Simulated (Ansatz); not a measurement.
| atom | x (Å) | y (Å) | z (Å) |
| --- | --- | --- | --- |
| Zn | -0.0637 | -0.2206 | 0.9083 |
| Cl | 0.4117 | -1.9827 | 2.1602 |
| O | -0.4085 | -0.0073 | -0.8837 |
| H | 0.3944 | 0.1398 | -1.4228 |
| Cl | -0.0791 | 1.1535 | 2.6409 |

These are results of UKS PBE-D4/def2-SVP (Ansatz 0.2.0), not measurements.

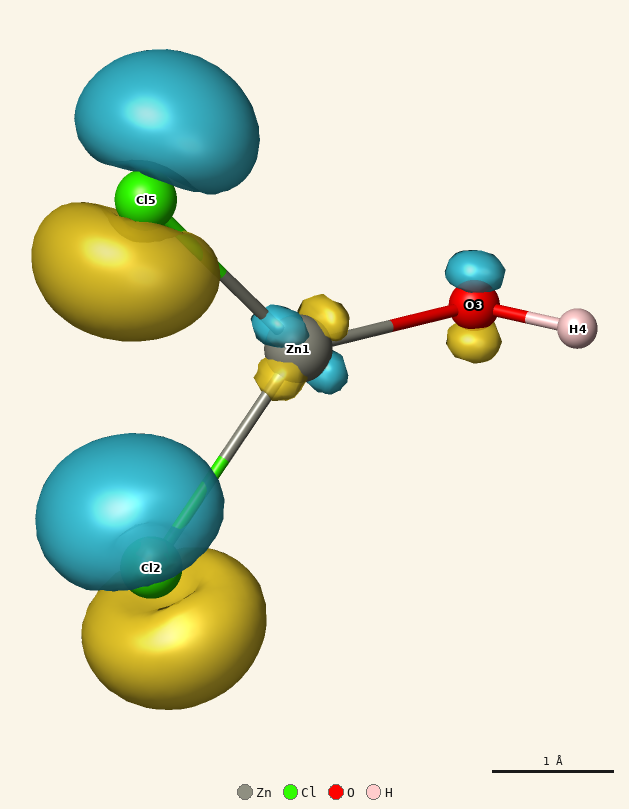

Cl2HOZn (doublet). One frontier orbital at ±0.2 Å⁻³ᐟ² (yellow and cyan are the two phases), seen at an oblique angle.

Which orbital is it: HOMO (α) or LUMO (α)?

The HOMO (α), at −7.39 eV. Its weight (Hirshfeld) is mainly on Cl2 (about 45 %) and Cl5 (about 45 %); largely a combination of lone pairs on Cl2 and Cl5.
